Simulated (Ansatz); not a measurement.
# Preparing La2NCl3 (Ibam) as a host crystal

Aim: the runs on the perfect crystal La2NCl3 (Ibam) that a defect calculation needs first.

Main program and level: Ansatz 0.2.0; plane-wave PAW DFT, r2SCAN; relaxation of the host's cell and atoms, in the first sound run; inputs show where later runs differ.

## 1. Set-up

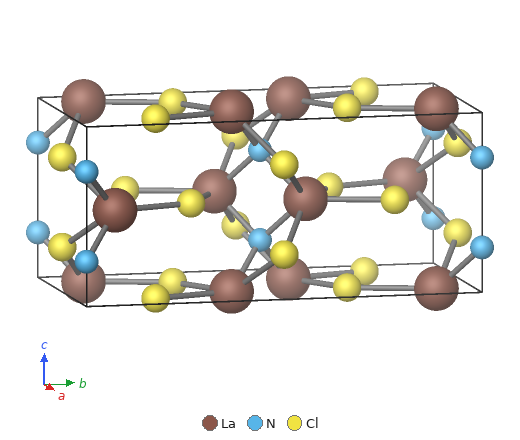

Start, viewed slightly off an axis; lanthanum brown, nitrogen blue, chlorine yellow. This picture shows the conventional cell, with its axes. Some periodic images of atoms are drawn too.

## 2. Host cell relaxation

Lattice and positions are set free, within the symmetry that the program keeps.

File cell/input.yaml:

```yaml
crystal:
  lattice:
    - [-3.4716214, 6.9086571, 3.0828883]
    - [3.4716214, -6.9086571, 3.0828883]
    - [3.4716214, 6.9086571, -3.0828883]
  atoms:
    - { symbol: La, position: [0.59366271, 0.32301457, 0.91667728] }
    - { symbol: La, position: [0.40633729, 0.67698543, 0.08332272] }
    - { symbol: La, position: [0.90633729, 0.82301457, 0.72935185] }
    - { symbol: La, position: [0.09366271, 0.17698543, 0.27064815] }
    - { symbol: "N", position: [0.25, 0.25, 0.0] }
    - { symbol: "N", position: [0.75, 0.75, 0.0] }
    - { symbol: Cl, position: [0.25, 0.75, 0.5] }
    - { symbol: Cl, position: [0.75, 0.25, 0.5] }
    - { symbol: Cl, position: [0.80247844, 0.18683674, 0.98931518] }
    - { symbol: Cl, position: [0.19752156, 0.81316326, 0.01068482] }
    - { symbol: Cl, position: [0.69752156, 0.68683674, 0.3843583] }
    - { symbol: Cl, position: [0.30247844, 0.31316326, 0.6156417] }
basis:
  ecutwfc: 500
  xc_grid: 2
hamiltonian:
  xc: r2scan
kpoints:
  mp_grid: { grid: [6, 6, 6] }
scf:
  occupations: { method: fixed }
  max_iter: 100
relax:
  f_tol: 0.005
  max_steps: 60
  cell: {}
output:
  forces: true
  stress: true
checkpoint:
  write: "../cell.run"
  compress: false
  write_wavefunctions: false
  write_every: 100000
```

Launch:

```
> ansatz run input.yaml --threads 4 --pin off --max-ram 6594MiB --backend cpu --events-out ev --progress --plain --runs-dir out
```

Numbers of over 12 decimals in the logs are rounded to 6 here.

The log of the run:

```text
[... repeated set-up lines and file paths are left out, and long positions are rounded to six places ...]
Engine: ansatz 0.2.0, aarch64-unknown-linux-gnu
Pseudopotentials: kind: paw
Pseudopotential: La, paw, valence charge 11, recommended cutoff 500 eV (meta_gga), La.paw.azcp
Pseudopotential: N, paw, valence charge 5, recommended cutoff 500 eV (meta_gga), N.paw.azcp
Pseudopotential: Cl, paw, valence charge 7, recommended cutoff 500 eV (meta_gga), Cl.paw.azcp
Functional definition: r2SCAN
  parameter k0 = 0.174
  parameter k1 = 0.065
  parameter a1 = 4.9479
  exchange = r2scan_x(k0 = k0, k1 = k1, a1 = a1)
  correlation = r2scan_c
Crystal: 12 atoms, lattice volume = 295.763 Å³
Basis set: ecut = 500 eV, 7499 PW (Γ), exchange–correlation on 128×128×128 points (8 copies of the dense FFT grid, shifted against one another)
Bands: 60, of which v1, the nominal top of the filled ones, is band 48 counted from 1 (47 counted from 0)
Symmetry: 8 space group operations
Space group: Ibam (ITA 72), of the structure as read, at distance tolerance 6.7e-5 Å
k-points: 46 of 216
Non-local potential: La, projectors of the file, l = 0: 3, l = 1: 2, l = 2: 2, l = 3: 3
Non-local potential: N, projectors of the file, l = 0: 2, l = 1: 2, l = 2: 1
Non-local potential: Cl, projectors of the file, l = 0: 2, l = 1: 2, l = 2: 2
PAW form: soft (Blöchl's): semilocal exchange-correlation on the pseudo side does not see the compensation charge
PAW frozen core: La, regenerated for the run's functional (the file was generated under x = pbe(κ = 0.804, μ = 0.219515), c = pbe(β = 0.066725))
PAW frozen core: N, regenerated for the run's functional (the file was generated under x = pbe(κ = 0.804, μ = 0.219515), c = pbe(β = 0.066725))
PAW frozen core: Cl, regenerated for the run's functional (the file was generated under x = pbe(κ = 0.804, μ = 0.219515), c = pbe(β = 0.066725))
PAW one-centre angular grid: La, 974 points (default); XC on 160 Gauss nodes
PAW one-centre angular grid: N, 302 points (default); XC on 160 Gauss nodes
PAW one-centre angular grid: Cl, 302 points (default); XC on 160 Gauss nodes
Initial density: superposition of atomic densities (neutral atoms: chi_scale 0, normalization atom), corrected by the library's trained network
Initial wavefunctions: pseudopotential atomic-orbital guess
Functional: x = r2scan, c = r2scan; τ floored in thin density (d = 2e-4 eV/Å³)
SCF iter   1: F=—  HF=-32359.896855 eV  |F-HF|=—  |Δ(HF+E_count)|=         —  Δρ=8.35e-3  dr2=2.71e-1  dr2_τ=2.26e-1  ethr=1.77e-3  ⟨swp⟩=6.3  Hψ=10738  notcnv=0  defer=425
preconditioner: auto → Resta (q_TF=auto, 2.262 Å⁻¹)  ε∞=3.6  [insulator: Δε(μ)=3.968 eV  Ē_g=12.559 eV  n_scr=52 (ndim 8)  ℏωp=20.3 eV  f_vac=0.036  ε∞_Penn≈3.6]
SCF iter   2: F=—  HF=-32360.085282 eV  |F-HF|=—  |Δ(HF+E_count)|=   1.88e-1  Δρ=4.09e-3  dr2=3.28e-2  dr2_τ=6.90e-3  ethr=2.82e-4  ⟨swp⟩=5.2  Hψ=5994  notcnv=0  defer=457
SCF iter   3: F=—  HF=-32360.079341 eV  |F-HF|=—  |Δ(HF+E_count)|=   5.94e-3  Δρ=1.41e-3  dr2=5.84e-3  dr2_τ=9.50e-4  ethr=3.42e-5  ⟨swp⟩=5.3  Hψ=5220  notcnv=0  defer=367
automatic band count: iteration 3 solves 58 bands in place of 60: the levels show a gap, and the empty bands left out lie too high to hold charge; the band table lists the bands solved (type scf.n_extra_bands for more)
SCF iter   4: F=—  HF=-32360.079133 eV  |F-HF|=—  |Δ(HF+E_count)|=   2.08e-4  Δρ=4.37e-4  dr2=4.35e-4  dr2_τ=3.55e-5  ethr=6.09e-6  ⟨swp⟩=5.0  Hψ=4517  notcnv=0  defer=368
SCF iter   5: F=—  HF=-32360.079257 eV  |F-HF|=—  |Δ(HF+E_count)|=   1.25e-4  Δρ=1.24e-4  dr2=6.54e-5  dr2_τ=3.67e-6  ethr=4.53e-7  ⟨swp⟩=2.6  Hψ=4841  notcnv=0  defer=368
SCF iter   6: F=—  HF=-32360.079398 eV  |F-HF|=—  |Δ(HF+E_count)|=   1.41e-4  Δρ=1.86e-5  dr2=1.11e-6  dr2_τ=1.77e-7  ethr=6.82e-8  ⟨swp⟩=2.0  Hψ=3888  notcnv=0  defer=364
SCF iter   7: F=—  HF=-32360.079399 eV  |F-HF|=—  |Δ(HF+E_count)|=   6.66e-7  Δρ=7.25e-6  dr2=2.67e-7  dr2_τ=1.62e-8  ethr=1.04e-10  ⟨swp⟩=5.0  Hψ=11370  notcnv=0
SCF iter   8: F=-32360.079399 eV  HF=-32360.079399 eV  |F-HF|=9.76e-9  |Δ(HF+E_count)|=   6.52e-9  Δρ=2.06e-6  dr2=1.93e-8  dr2_τ=9.96e-10  ethr=1.04e-10  ⟨swp⟩=4.8  Hψ=9134  notcnv=0
SCF 1 converged in 8 iterations: F = -32360.079399 eV  dr2 = 1.93e-8
  greatest PAW one-centre occupation: 0.967 electrons in one spin orbital (limit 2), on the La atom at site 3 (counted from 0), in its partial waves of l = 0
relax step   1: F+E_penalty+E_count = -32360.07939899 eV  Δ(F+E_penalty+E_count) = +0.000e0 eV  max|allowed force component| = 2.714e-2 eV/Å  Δτ_max = 0.0000 Å  P = +0.226 GPa  Ω = 295.763 Å³  (8 SCF iters, dr2 threshold 1.00e-7 eV, accepted)
[... the SCF cycles and remarks between the steps are left out from here to the last step ...]
relax step   2: F+E_penalty+E_count = -32360.07912828 eV  Δ(F+E_penalty+E_count) = +2.707e-4 eV  max|allowed force component| = 7.772e-2 eV/Å  Δτ_max = 0.0114 Å  P = -0.224 GPa  Ω = 297.198 Å³  energy of the carried Pulay correction = -2.306e-4 eV  (6 SCF iters, dr2 threshold 1.72e-7 eV, rejected (line search))
relax step   3: F+E_penalty+E_count = -32360.08018741 eV  Δ(F+E_penalty+E_count) = -7.884e-4 eV  max|allowed force component| = 6.073e-3 eV/Å  Δτ_max = 0.0056 Å  P = +0.017 GPa  Ω = 296.525 Å³  energy of the carried Pulay correction = -1.226e-4 eV  (8 SCF iters, accepted)
relax step   4: F+E_penalty+E_count = -32360.08028555 eV  Δ(F+E_penalty+E_count) = -9.813e-5 eV  max|allowed force component| = 6.702e-3 eV/Å  Δτ_max = 0.0057 Å  P = -0.013 GPa  Ω = 296.548 Å³  energy of the carried Pulay correction = -1.263e-4 eV  (6 SCF iters, dr2 threshold 2.30e-9 eV, accepted)
relax step   5: F+E_penalty+E_count = -32360.08034389 eV  Δ(F+E_penalty+E_count) = -5.834e-5 eV  max|allowed force component| = 1.369e-3 eV/Å  Δτ_max = 0.0028 Å  P = +0.002 GPa  Ω = 296.394 Å³  energy of the carried Pulay correction = -1.016e-4 eV  (6 SCF iters, dr2 threshold 2.81e-9 eV, accepted)
Initial wavefunctions: pseudopotential atomic-orbital guess (no wavefunctions were taken with the density)
iter 1 solved again at ethr=5.53e-8 eV; its pass at ethr=3.10e-3 eV (dr2=5.31e-5 eV) is discarded
SCF iter   1: F=—  HF=-32360.080311 eV  |F-HF|=—  |Δ(HF+E_count)|=         —  Δρ=9.42e-6  dr2=7.39e-9  dr2_τ=1.08e-8  ethr=5.53e-8  ⟨swp⟩=4.2  Hψ=18712  notcnv=0  defer=460
eigensolver tolerance schedule: the retry pair's looser diagonalisation over-reported the residual by 7174.90 of it (diagonalisation noise at 0.15 of the residual, at the tolerance the schedule requests for it); [...]
SCF iter   2: F=—  HF=-32360.080451 eV  |F-HF|=—  |Δ(HF+E_count)|=   1.40e-4  Δρ=4.78e-6  dr2=2.52e-9  dr2_τ=2.55e-8  ethr=7.70e-12  ⟨swp⟩=3.2  Hψ=6626  notcnv=0  defer=458
SCF iter   3: F=—  HF=-32360.080451 eV  |F-HF|=—  |Δ(HF+E_count)|=   1.90e-8  Δρ=9.96e-7  dr2=2.38e-10  dr2_τ=1.08e-9  ethr=2.62e-12  ⟨swp⟩=2.0  Hψ=4631  notcnv=0  defer=458
SCF iter   4: F=-32360.080451 eV  HF=-32360.080451 eV  |F-HF|=1.82e-11  |Δ(HF+E_count)|=   1.16e-9  Δρ=1.22e-7  dr2=5.07e-11  dr2_τ=7.44e-12  ethr=1.00e-12  ⟨swp⟩=4.3  Hψ=9587  notcnv=0
SCF 6 converged in 4 iterations: F = -32360.080451 eV  dr2 = 5.07e-11
relax step   6: F+E_penalty+E_count = -32360.08045054 eV  Δ(F+E_penalty+E_count) = -1.067e-4 eV  max|allowed force component| = 1.357e-3 eV/Å  Δτ_max = 0.0000 Å  P = +0.002 GPa  Ω = 296.394 Å³  stress off target by 9.37e-3 GPa  SCF on the basis re-selected at this cell (its energy is not comparable with the rows above)  (4 SCF iters)
basis re-selected at this cell: Δ(F+E_penalty+E_count) = -1.067e-4 eV, ΔP = -0.000 GPa vs the last step (what re-selecting the basis moved, of the pressure what is left beyond the Pulay correction that the steps carried, after the strain that the cell walked [...]
SCF converged after 4 iterations
Free energy (F): -32360.080451 eV
Harris-Foulkes:  -32360.080451 eV  (|F-HF|=1.82e-11)
Internal energy: -32360.080451 eV  (E = F + TS)
E sigma→0 (E₀):  -32360.080451 eV
Fermi energy:    6.311178 eV
--- Per-component energies (eV) ---
  E_band       = -344.882366
  E_kinetic    = 1996.195869
  E_local      = -3685.519932  (includes V_loc(G=0)·N_el)
  E_nonlocal   = 639.463065
  E_hartree    = 1254.888014
  E_xc         = -1277.676201
  E_vxc        = -1625.166362  (∫ρ·V_xc dr)
  E_paw        = -26009.198577  (= ΣΔE_a)
  E_vpaw       = -264.414163  (= ΣTr[D̂ρ^β])
  E_aug_tail   = 0.000255  (compensation charges beyond the density's cutoff)
  E_vtau       = 84.782963  (kinetic-family band-sum trace: ∫τ·v_τ [+ j·A + Jᵃ·Aᵃ] dr)
  E_ewald      = -5277.629424
  E_core_change = -0.603520  (= ΣΔE_core)
  E_smearing   = -0.000000  (= −TS)
  E_closure    = -0.000000  (closes the sum)
  Σ components = -32360.080451   (vs F -32360.080451, Δ=0.00e0)
--- Forces (eV/Å), atoms counted from 1 ---
  atom   1  La    -0.00135685    -0.00114767    -0.00000000
  atom   2  La     0.00135685     0.00114767     0.00000000
  atom   3  La    -0.00135685     0.00114767     0.00000000
  atom   4  La     0.00135685    -0.00114767     0.00000000
  atom   5  N      0.00000000     0.00000000     0.00000000
  atom   6  N     -0.00000000     0.00000000     0.00000000
  atom   7  Cl     0.00000000     0.00000000     0.00000000
  atom   8  Cl     0.00000000     0.00000000     0.00000000
  atom   9  Cl     0.00117809    -0.00125136     0.00000000
  atom  10  Cl    -0.00117809     0.00125136     0.00000000
  atom  11  Cl     0.00117809     0.00125136     0.00000000
  atom  12  Cl    -0.00117809    -0.00125136     0.00000000
  max |Σ_I F_I| component: 6.78e-19 eV/Å
--- Stress (GPa, compression-positive) ---
       -0.005520       0.000000       0.000000
        0.000000       0.009370       0.000000
        0.000000       0.000000       0.002838
  P = ⅓ Tr σ = 0.0022 GPa (0.022 kbar)
--- Relaxed structure (5 steps of the walk, 4 accepted, 1 SCFs on fresh bases) ---
  F+E_penalty+E_count = -32360.08045054 eV   max|allowed force component| = 1.357e-3 eV/Å   (the final SCF, on the basis selected at the relaxed cell)
  cell:  # Å, volume = 296.3940 Å³
    - [-3.473943, 6.913862, 3.085078]
    - [3.473943, -6.913862, 3.085078]
    - [3.473943, 6.913862, -3.085078]
  atoms:
    - { symbol: La, position: [0.593732, 0.323036, 0.916768] }
    - { symbol: La, position: [0.406268, 0.676964, 0.083232] }
    - { symbol: La, position: [0.906268, 0.823036, 0.729304] }
    - { symbol: La, position: [0.093732, 0.176964, 0.270696] }
    - { symbol: N, position: [0.25, 0.25, 0] }
    - { symbol: N, position: [0.75, 0.75, 0] }
    - { symbol: Cl, position: [0.250000, 0.75, 0.500000] }
    - { symbol: Cl, position: [0.750000, 0.25, 0.500000] }
    - { symbol: Cl, position: [0.803079, 0.188488, 0.991567] }
    - { symbol: Cl, position: [0.196921, 0.811512, 0.008433] }
    - { symbol: Cl, position: [0.696921, 0.688488, 0.385409] }
    - { symbol: Cl, position: [0.303079, 0.311512, 0.614591] }
```

It took 2 min on 4 threads of Arm Neoverse V2, shared host; peak memory 1.6 GiB.

Step by step:

| step | energy less that of the first step (eV) | largest force component (eV/Å) | pressure (GPa) | volume (Å³) |
| --- | --- | --- | --- | --- |
| 1 | 0.0000 | 0.0271 | 0.23 | 295.76 |
| 2 | 0.0003 | 0.0777 | -0.22 | 297.20 |
| 3 | -0.0008 | 0.0061 | 0.02 | 296.52 |
| 4 | -0.0009 | 0.0067 | -0.01 | 296.55 |
| 5 | -0.0009 | 0.0014 | 0.00 | 296.39 |
| 6* | -0.0011 | 0.0014 | 0.00 | 296.39 |

Relaxation steps marked * repeat the geometry before them on a plane-wave basis chosen anew for their cell, so energy and pressure can jump there. Relaxation step 2 was tried and not accepted.

The run keeps the 8 symmetry operations that it works with, so distortions that break them were not tested.

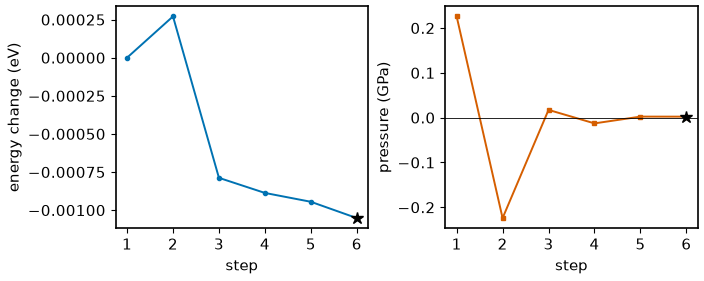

Energy and pressure along the relaxation. Stars mark steps on a basis chosen anew.

| conventional cell, symmetrised | before | after | change |
| --- | --- | --- | --- |
| a (Å) | 6.943 | 6.948 | +0.1 % |
| b (Å) | 13.817 | 13.828 | +0.1 % |
| c (Å) | 6.166 | 6.170 | +0.1 % |
| volume (Å³/atom) | 24.65 | 24.70 | +0.2 % |

The atoms that moved most (Å, as changes of fractional coordinates times the final cell):

| atom | dx | dy | dz | length |
| --- | --- | --- | --- | --- |
| Cl9 | 0.011 | 0.008 | 0.000 | 0.014 |
| Cl11 | 0.011 | -0.008 | 0.000 | 0.014 |
| Cl10 | -0.011 | -0.008 | 0.000 | 0.014 |
| Cl12 | -0.011 | 0.008 | 0.000 | 0.014 |

Numbers from this step:

```
pressure : 0.002229 GPa
```

The cell grew by 0.2 % in volume. First to last step the energy falls by 0.001 eV, across changes of basis; the largest move, 0.014 Å, is that of Cl9 and 3 other atoms alike.

(Continued in part 2 of 2.)

[Logs are printed without paths, hosts, clocks, repeated set-up lines and the standing remarks that a program may print on its own settings, such as how far it seeks lower states.]

[Hosts, paths, dates, database ids (printed as entryN), source tags and the programs' standing remarks are cut or masked in the printed files.]

[Runs of the host that timed out are not shown.]

[For some hosts the program warned that the k-mesh of the response run may be too coarse for force constants and the static dielectric constant; such warnings are not always shown.]
